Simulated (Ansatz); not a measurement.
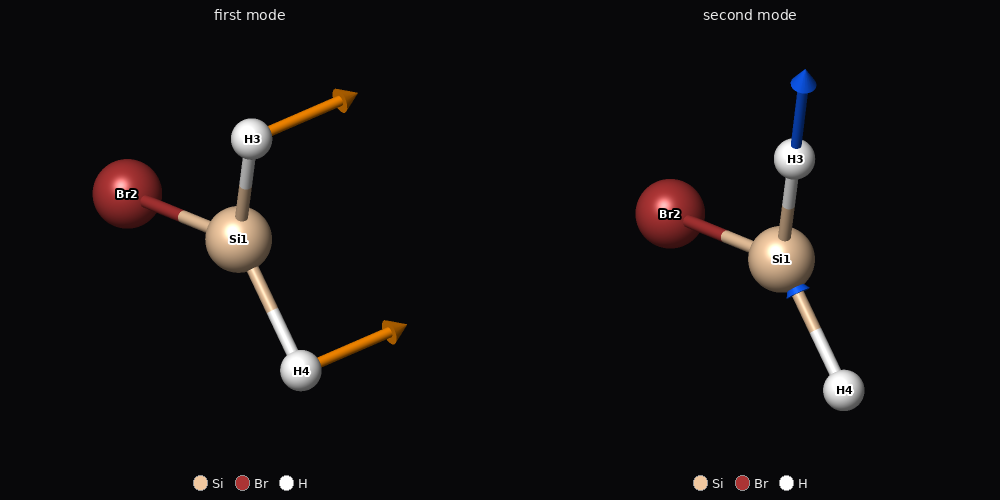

The system is BrH2Si, SMILES [SiH2+]Br, charge +1; the picture shows the reference structure; its two panels give the patterns of the first and the second mode as arrows. 
- Coordinates scanned: (1) normal mode 3 (668 cm⁻¹); (2) normal mode 6 (2340 cm⁻¹).
- Nothing is relaxed (straight displacements along the two mass-weighted modes).
- The scan uses a 13 × 13 grid; 50 points were computed and 119 follow by symmetry.
- All energies are given in kJ/mol relative to the lowest grid point.
- Theory: RKS r2SCAN-D4/def2-TZVP in Ansatz.

Its coordinates:

```xyz
4

Si   -0.1533    0.0280   -0.0687
Br    1.7376   -0.3165    0.7796
H    -1.2735   -0.8434    0.3164
H    -0.3108    1.1319   -1.0273
```

Range: normal mode 3 (668 cm⁻¹) from −0.680 to 0.680 amu½·Å; normal mode 6 (2340 cm⁻¹) from −0.244 to 0.244 amu½·Å.

Predict the map.

Answer. The lowest grid point is at normal mode 3 (668 cm⁻¹) = 0.000 amu½·Å, normal mode 6 (2340 cm⁻¹) = 0.000 amu½·Å. It is the only kind of minimum in the scanned range. The highest grid point, normal mode 3 (668 cm⁻¹) = −0.680 amu½·Å, normal mode 6 (2340 cm⁻¹) = −0.244 amu½·Å, lies 82 kJ/mol above the lowest.

```tsv
normal mode 6 (2340 cm⁻¹) ↓, normal mode 3 (668 cm⁻¹) →	−0.680	−0.566	−0.453	−0.340	−0.227	−0.113	0.000	0.113	0.227	0.340	0.453	0.566	0.680
0.244	82	73	67	63	62	61	61	61	62	63	67	73	82
0.203	70	59	52	47	44	42	41	42	44	47	52	59	70
0.163	61	48	39	33	29	27	26	27	29	33	39	48	61
0.122	53	40	30	23	18	15	15	15	18	23	30	40	53
0.081	48	34	23	15	10	7	6	7	10	15	23	34	48
0.041	45	30	19	11	6	3	2	3	6	11	19	30	45
0.000	44	29	18	10	4	1	0	1	4	10	18	29	44
−0.041	45	30	19	11	6	3	2	3	6	11	19	30	45
−0.081	48	34	23	15	10	7	6	7	10	15	23	34	48
−0.122	53	40	30	23	18	15	15	15	18	23	30	40	53
−0.163	61	48	39	33	29	27	26	27	29	33	39	48	61
−0.203	70	59	52	47	44	42	41	42	44	47	52	59	70
−0.244	82	73	67	63	62	61	61	61	62	63	67	73	82
```

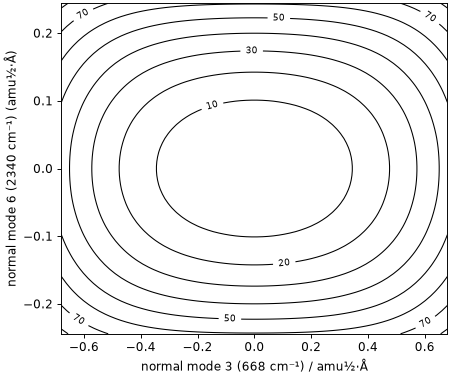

Drawn: contour lines labelled in kJ/mol. Between grid points the surface is interpolated.

The whole map (50 points run) took 3.7 min on 1 thread of Arm Neoverse V2, on a shared host.
